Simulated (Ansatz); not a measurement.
# Nudged elastic band of CH₈ClNOSi (part 2 of 2)

CH₈ClNOSi; RKS B3LYP-D4/def2-SVP (Ansatz 0.2.0). It belongs to a series of runs on one base structure; here: band between the two ends.

Geometry of the input (Å):
```
Si -0.7269  0.0577  1.1475
N  0.2701  -0.4566  -0.2063
C  0.2509  0.2563  -1.4872
H  -0.4043  1.4801  1.3892
H  -0.3532  -0.8617  2.2574
O  -2.3715  0.0321  0.8726
H  1.8899  -0.0325  0.3301
Cl 3.1204  0.4174  0.6059
H  0.3696  -1.4645  -0.3236
H  0.2634  1.3406  -1.2971
H  -0.6400  0.0314  -2.1001
H  1.1537  0.0201  -2.0726
H  -2.8221  -0.8203  0.8841
```

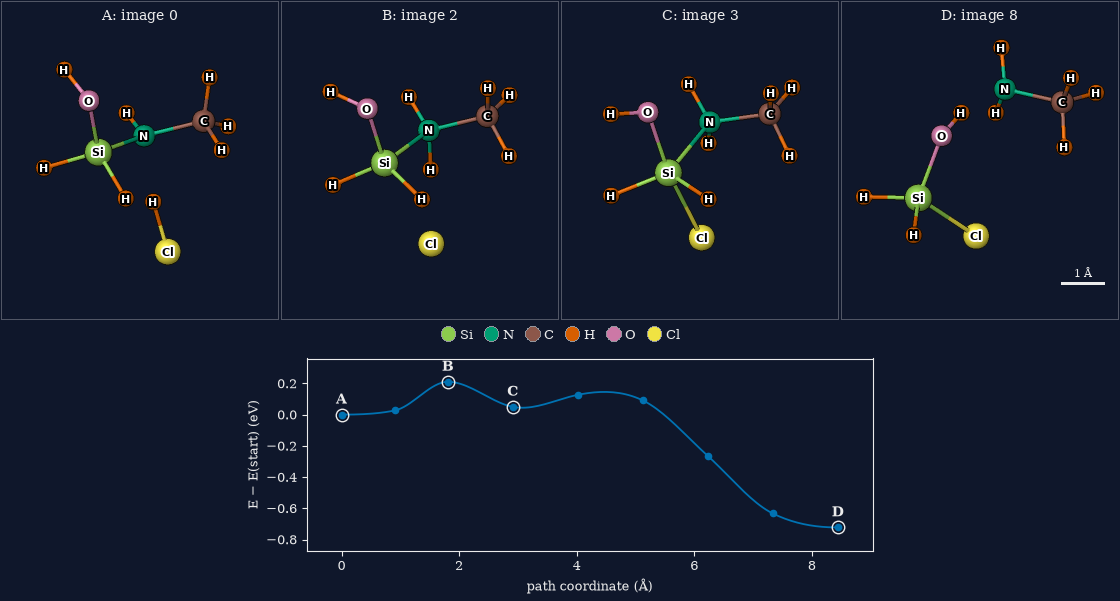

**Figure 1.** Images of the last band (counted from 0; ball-and-stick, seen at a tilt) above the energy along the path; the line is a cubic interpolation that uses the forces. The highest image is number 2, 0.211 eV above the start and 0.933 eV above the end (the climbing image); the end lies 0.723 eV below the start. The path is 8.44 Å long. The band converged in 20 iterations.

```
Total energy: -25097.93528321 eV, -922.3321096666 hartree
Atom 0 at    -0.537683     0.114253     1.150842 Å, force    -0.000428    -0.000049    -0.000191 eV/Å
Atom 1 at     0.402726    -0.505407    -0.331348 Å, force    -0.002215    -0.007945     0.007057 eV/Å
Atom 2 at     0.315099     0.344111    -1.538904 Å, force     0.001407     0.004325    -0.006328 eV/Å
Atom 3 at    -0.434445     1.577167     1.138519 Å, force    -0.000272    -0.000079    -0.000430 eV/Å
Atom 4 at    -0.101000    -0.691622     2.307334 Å, force    -0.000024    -0.000133    -0.000149 eV/Å
Atom 5 at    -2.132728    -0.240694     0.794188 Å, force    -0.001968     0.001804    -0.000845 eV/Å
Atom 6 at     1.431228    -0.349429     0.121231 Å, force    -0.001022     0.000847    -0.001132 eV/Å
Atom 7 at     2.448620     0.576297     1.207196 Å, force     0.000253     0.001120    -0.000104 eV/Å
Atom 8 at     0.202960    -1.487517    -0.539563 Å, force     0.002188     0.000148    -0.001644 eV/Å
Atom 9 at     0.804256     1.297626    -1.295535 Å, force     0.000837    -0.001240     0.000766 eV/Å
Atom 10 at    -0.731112     0.516129    -1.831757 Å, force     0.000825     0.000571     0.000433 eV/Å
Atom 11 at     0.858560    -0.124495    -2.371311 Å, force    -0.001985     0.000824     0.001643 eV/Å
Atom 12 at    -2.526479    -1.026520     1.189109 Å, force     0.002404    -0.000193     0.000925 eV/Å
Dipole moment:    -1.071471    -0.718605    -0.620718 e Å
this run last wrote the band of iteration 20 to [file]
```

**The last band as extended XYZ (Å, eV, eV/Å)**
```
13
Properties=species:S:1:pos:R:3:forces:R:3 image=0 energy=-25098.14562
Si   -0.7269    0.0577    1.1475   -0.0095   0.0069   0.0021
N     0.2701   -0.4566   -0.2063   -0.0259   0.0139  -0.0032
C     0.2509    0.2563   -1.4872    0.0025  -0.0064  -0.0008
H    -0.4043    1.4801    1.3892    0.0023  -0.0032   0.0050
H    -0.3532   -0.8617    2.2574    0.0068   0.0023  -0.0032
O    -2.3715    0.0321    0.8726    0.0021  -0.0055  -0.0069
H     1.8899   -0.0325    0.3301    0.0159  -0.0160  -0.0028
Cl    3.1204    0.4174    0.6059   -0.0035   0.0057   0.0010
H     0.3696   -1.4645   -0.3236    0.0076   0.0043  -0.0058
H     0.2634    1.3406   -1.2971   -0.0007   0.0026   0.0035
H    -0.6400    0.0314   -2.1001    0.0077  -0.0077   0.0036
H     1.1537    0.0201   -2.0726   -0.0077  -0.0008   0.0073
H    -2.8221   -0.8203    0.8841    0.0025   0.0040   0.0002
13
Properties=species:S:1:pos:R:3:forces:R:3 image=1 energy=-25098.11881
Si   -0.6872    0.0606    1.0928   -0.0129  -0.0069  -0.0044
N     0.2776   -0.4736   -0.2857   -0.0130   0.0024   0.0040
C     0.2743    0.2965   -1.5353   -0.0046  -0.0021   0.0006
H    -0.4437    1.5127    1.2137   -0.0011  -0.0087   0.0103
H    -0.2182   -0.7563    2.2439   -0.0104  -0.0097  -0.0077
O    -2.3326   -0.1148    0.8868   -0.0225   0.0107   0.0107
H     1.8050   -0.0877    0.3787    0.0403   0.0284   0.0257
Cl    2.8808    0.4847    0.9603    0.0447  -0.0104  -0.0267
H     0.2824   -1.4798   -0.4505    0.0084   0.0018   0.0064
H     0.6562    1.3097   -1.3339   -0.0174   0.0033  -0.0028
H    -0.7266    0.3866   -1.9931   -0.0015  -0.0109  -0.0158
H     0.9509   -0.1650   -2.2704    0.0079  -0.0002   0.0100
H    -2.7189   -0.9737    1.0926   -0.0179   0.0023  -0.0104
13
Properties=species:S:1:pos:R:3:forces:R:3 image=2 energy=-25097.93502
Si   -0.5377    0.1143    1.1508   -0.0004   0.0000  -0.0002
N     0.4027   -0.5054   -0.3313   -0.0022  -0.0079   0.0071
C     0.3151    0.3441   -1.5389    0.0014   0.0043  -0.0063
H    -0.4344    1.5772    1.1385   -0.0003  -0.0001  -0.0004
H    -0.1010   -0.6916    2.3073    0.0000  -0.0001  -0.0001
O    -2.1327   -0.2407    0.7942   -0.0020   0.0018  -0.0008
H     1.4312   -0.3494    0.1212   -0.0010   0.0008  -0.0011
Cl    2.4486    0.5763    1.2072    0.0003   0.0011  -0.0001
H     0.2030   -1.4875   -0.5396    0.0022   0.0001  -0.0016
H     0.8043    1.2976   -1.2955    0.0008  -0.0012   0.0008
H    -0.7311    0.5161   -1.8318    0.0008   0.0006   0.0004
H     0.8586   -0.1245   -2.3713   -0.0020   0.0008   0.0016
H    -2.5265   -1.0265    1.1891    0.0024  -0.0002   0.0009
13
Properties=species:S:1:pos:R:3:forces:R:3 image=3 energy=-25098.09540
Si   -0.3074    0.1336    1.2151    0.0509  -0.0012   0.0265
N     0.4262   -0.5596   -0.4525    0.0359   0.0234   0.0052
C     0.3598    0.4142   -1.5685    0.0125  -0.0186   0.0144
H    -0.5952    1.5744    1.0559   -0.0324   0.0204   0.0149
H    -0.1557   -0.5469    2.5284   -0.0123   0.0194   0.0409
O    -1.7877   -0.6034    0.7199    0.0762  -0.0565  -0.0253
H     1.4123   -0.7328   -0.2084   -0.0264  -0.0639  -0.0648
Cl    2.0088    0.7041    1.4519   -0.0889   0.0075   0.0010
H    -0.0642   -1.4274   -0.6875   -0.0350   0.0180   0.0011
H     0.8809    1.3242   -1.2444    0.0109  -0.0034   0.0016
H    -0.6922    0.6376   -1.7884    0.0018   0.0094   0.0194
H     0.8505    0.0094   -2.4652   -0.0128   0.0026  -0.0157
H    -2.3362   -0.9275    1.4436    0.0197   0.0430  -0.0192
13
Properties=species:S:1:pos:R:3:forces:R:3 image=4 energy=-25098.01870
Si   -0.2672    0.2314    1.3013    0.0196  -0.0171  -0.0065
N     0.4652   -0.5593   -0.3775    0.0073  -0.0027   0.0172
C     0.2802    0.3234   -1.5520    0.0050   0.0141  -0.0014
H    -0.6044    1.6578    1.4986    0.0094   0.0110  -0.0510
H    -0.0685   -0.7879    2.3658   -0.0123   0.0079   0.0114
O    -1.8425   -0.1588    0.7234   -0.0262  -0.0225  -0.0090
H     1.4655   -0.6956   -0.1836   -0.0021   0.0079  -0.0020
Cl    1.9719    0.8901    1.4610    0.0097  -0.0184   0.0092
H     0.0173   -1.4649   -0.5431   -0.0074   0.0119  -0.0103
H     0.8281    1.2542   -1.3549    0.0022   0.0086   0.0044
H    -0.7919    0.5357   -1.6541   -0.0014   0.0087  -0.0030
H     0.6645   -0.1452   -2.4696    0.0038   0.0090  -0.0025
H    -2.1183   -1.0810    0.7848   -0.0076  -0.0183   0.0434
13
Properties=species:S:1:pos:R:3:forces:R:3 image=5 energy=-25098.05356
Si   -0.2811    0.3233    1.4334    0.0370  -0.0113   0.0283
N     0.4754   -0.6516   -0.3683   -0.0090  -0.0105   0.0128
C     0.2995    0.1921   -1.5675    0.0002  -0.0229  -0.0123
H    -0.7440    1.5250    2.1747   -0.0085  -0.0155   0.1308
H     0.0157   -0.8539    2.2934    0.0232  -0.0183  -0.0069
O    -1.7994    0.0990    0.6946   -0.0171   0.0611  -0.0229
H     1.4709   -0.7868   -0.1754   -0.0038  -0.0181  -0.0024
Cl    1.7402    1.2396    1.2415   -0.0540   0.0691  -0.0347
H     0.0536   -1.5729   -0.5102    0.0079  -0.0197   0.0009
H     0.8348    1.1355   -1.3942   -0.0014  -0.0168  -0.0071
H    -0.7691    0.4148   -1.6876    0.0016  -0.0190  -0.0030
H     0.6908   -0.2830   -2.4805   -0.0028  -0.0212  -0.0045
H    -1.9874   -0.7811    0.3463    0.0267   0.0429  -0.0788
13
Properties=species:S:1:pos:R:3:forces:R:3 image=6 energy=-25098.40825
Si   -0.4011    0.4871    1.7484    0.0116   0.0544   0.1475
N     0.4678   -0.8556   -0.5184    0.0101  -0.0596  -0.0446
C     0.3331    0.0615   -1.6525   -0.0022  -0.0378  -0.0502
H    -0.8842    1.4879    2.7205   -0.0607  -0.0251   0.2228
H    -0.0270   -0.8075    2.3709    0.0009   0.0191   0.0268
O    -1.7210    0.3560    0.7442    0.0105   0.0636  -0.0128
H     1.4405   -0.9141   -0.2183   -0.0051  -0.0450  -0.0276
Cl    1.4232    1.4195    1.1985   -0.1139   0.0693  -0.0335
H     0.1675   -1.7994   -0.7589    0.0398  -0.0817  -0.0897
H     0.8375    1.0060   -1.4040   -0.0146  -0.0446  -0.0071
H    -0.7287    0.3069   -1.8150    0.0085  -0.0481  -0.0388
H     0.7566   -0.3196   -2.5987    0.0117  -0.0089  -0.0457
H    -1.6642   -0.4288    0.1833    0.1034   0.1444  -0.0473
13
Properties=species:S:1:pos:R:3:forces:R:3 image=7 energy=-25098.77820
Si   -0.4793    0.6081    2.0346    0.0135   0.0169   0.0741
N     0.2710   -0.9863   -0.7292   -0.0392  -0.0180  -0.0425
C     0.3449    0.0093   -1.8028   -0.0037  -0.0130  -0.0337
H    -1.0571    1.5867    2.9788   -0.0367   0.0140   0.0567
H    -0.0735   -0.6619    2.6976   -0.0055   0.0316   0.0729
O    -1.5414    0.3575    0.8087    0.0364  -0.0144  -0.0025
H     1.1545   -1.0143   -0.2168   -0.0579  -0.0163  -0.0026
Cl    1.3416    1.4347    1.3600   -0.0232   0.0213   0.0246
H     0.1068   -1.9250   -1.0905   -0.0066  -0.0255  -0.0709
H     0.7652    0.9381   -1.3923   -0.0244  -0.0093  -0.0019
H    -0.6693    0.2432   -2.1620    0.0026  -0.0173  -0.0697
H     0.9595   -0.2991   -2.6673    0.0340   0.0063  -0.0186
H    -1.1229   -0.2912    0.1812    0.1106   0.0236   0.0140
13
Properties=species:S:1:pos:R:3:forces:R:3 image=8 energy=-25098.86812
Si   -0.5092    0.6551    2.1957   -0.0074  -0.0187  -0.0073
N     0.2204   -1.0369   -0.9073    0.0021   0.0032  -0.0078
C     0.3484    0.0516   -1.8812   -0.0005  -0.0057  -0.0009
H    -1.1644    1.8612    2.7573    0.0073   0.0055  -0.0020
H    -0.2607   -0.3495    3.2678    0.0002   0.0034  -0.0024
O    -1.3777    0.0908    0.9341    0.0031   0.0077   0.0137
H     1.1044   -1.1742   -0.4141   -0.0011   0.0009   0.0015
Cl    1.4200    1.2150    1.5441   -0.0062   0.0036   0.0040
H    -0.0055   -1.9206   -1.3653    0.0016   0.0035   0.0003
H     0.6180    0.9736   -1.3463   -0.0012  -0.0042  -0.0044
H    -0.6223    0.2211   -2.3719    0.0058  -0.0007   0.0031
H     1.1064   -0.1296   -2.6659   -0.0059   0.0022   0.0063
H    -0.8776   -0.4578    0.2530    0.0022  -0.0007  -0.0043
```

**Results in brief**

| quantity | value |
| --- | --- |
| outcome | converged |
| barrier, forward | 0.211 eV |
| barrier, backward | 0.933 eV |
| hardware | 2 threads of AMD EPYC (Zen 5), 16 GiB of memory available, shared host |
| wall time | 4.1 min (CPU time 7.8 min) |
| peak memory | 0.3 GiB |

The order of the saddle point was not checked.
